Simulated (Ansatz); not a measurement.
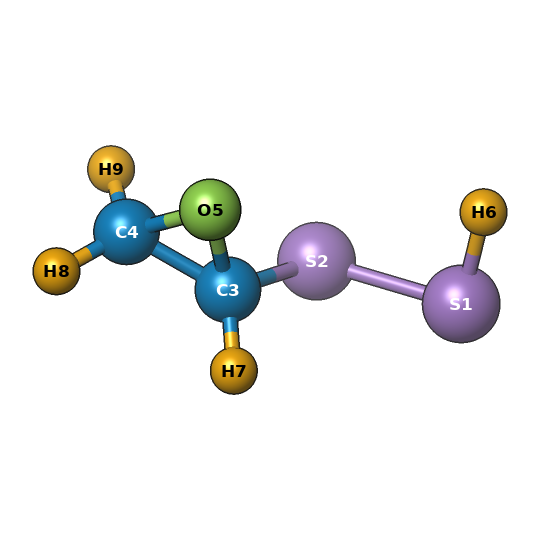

Atoms fade into the background with distance from the viewer. Computed geometry: PBE0-D4/def2-TZVP optimisation. No frequency run is at hand to confirm it as a minimum.

Question: Find the stereocentres and stereogenic double bonds.

Answer: Centres: C3.

Question: What are the Cahn–Ingold–Prelog descriptors?

Answer: C3: R (priorities S2 > O5 > C4 > H7).

Question: Write the isomeric SMILES.

Answer: SS[C@@H]1CO1
